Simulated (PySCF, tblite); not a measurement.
# C2H7B3F3N: geometry, infrared bands and NMR shifts

What infrared bands and NMR shifts should C2H7B3F3N (`BN(B)BCC(F)(F)F`) show?

Computed with tblite 0.8.0 and PySCF 2.14.0, with density-fitted response routines of our own, on a single molecule in the gas phase. Atoms count from 0, in the outputs and in this text.

## 1. Starting geometry

16 atoms, charge 0, multiplicity 1; geometry from: force field or distance geometry start.

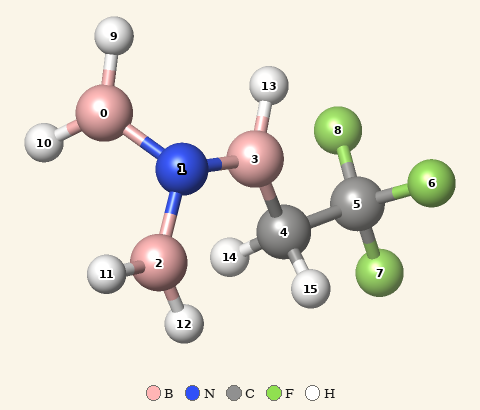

As it starts; boron pink, nitrogen blue, carbon grey, fluorine green, hydrogen white, atoms numbered.

## 2. Relaxing the molecule with GFN2-xTB

The job: settings as JSON, then the geometry in Å.

```
{"job": {"kind": "relax", "xc": "GFN2-xTB", "basis": "xTB"}, "charge": 0, "multiplicity": 1}
B     -2.106900     1.463700     0.063900
N     -1.389200     0.306800     0.684100
B     -1.967100    -1.027800     0.310700
B      0.112600     0.396700     0.534400
C      0.974700    -0.558500    -0.371200
C      2.443400    -0.233200    -0.351700
F      2.961400    -0.347400     0.922500
F      3.111100    -1.148000    -1.132100
F      2.722600     1.053000    -0.763100
H     -1.898800     2.542700     0.501600
H     -2.549400     1.366500    -1.024100
H     -3.146200    -1.190700     0.535800
H     -1.397500    -1.894200    -0.206600
H      0.584000     1.485000     0.693400
H      0.630400    -0.608200    -1.411400
H      0.907200    -1.597500     0.044000
```

Launch:

```console
> OMP_NUM_THREADS=1 python probes_run.py task.json out
```

The driver reads the jobs from task.json and runs them one after another.

**Question.** This job is followed by: GFN2-xTB harmonic vibrations, gas phase; GIAO PBE0/pcSseg-1 NMR shielding, non-relativistic, gas phase. What will the session give for the following? strongest single infrared mode (GFN2-xTB); zero-point energy (GFN2-xTB); 13C shifts against TMS (PBE0/pcSseg-1); 1H shifts against TMS (PBE0/pcSseg-1, means over atoms taken as alike); 11B shifts against BF3·OEt2 (PBE0/pcSseg-1, means over atoms taken as alike); 15N shifts against NH3 (PBE0/pcSseg-1); 19F shifts against CFCl3 (PBE0/pcSseg-1, means over atoms taken as alike).

As calculated:

```
                                                                    quantity                  value
                                   strongest single infrared mode (GFN2-xTB)  1308 cm⁻¹, 536 km/mol
                                                zero-point energy (GFN2-xTB)          63.5 kcal/mol
                                      13C shifts against TMS (PBE0/pcSseg-1)        138.0, 34.8 ppm
      1H shifts against TMS (PBE0/pcSseg-1, means over atoms taken as alike)   6.63, 6.27, 2.13 ppm
11B shifts against BF3·OEt2 (PBE0/pcSseg-1, means over atoms taken as alike)         62.9, 62.5 ppm
                                      15N shifts against NH3 (PBE0/pcSseg-1)              237.0 ppm
   19F shifts against CFCl3 (PBE0/pcSseg-1, means over atoms taken as alike)              -75.9 ppm
```

In words: The optimisation took 124 steps and gained 1.308 eV; among the close pairs (by a distance rule), N1–B3 changed most, from 1.512 to 1.433 Å. All 42 modes are real, so the xTB geometry is a minimum. The strongest single mode, at 1308 cm⁻¹, is spread over many atoms; the largest shares are those of N1, B3. Unscaled tight-binding wavenumbers are off by several per cent, some by more. Its intensities can rank the bands wrongly. At PBE0/pcSseg-1: The largest span, 408 ppm, is at N1, where the paramagnetic term is -294 ppm.
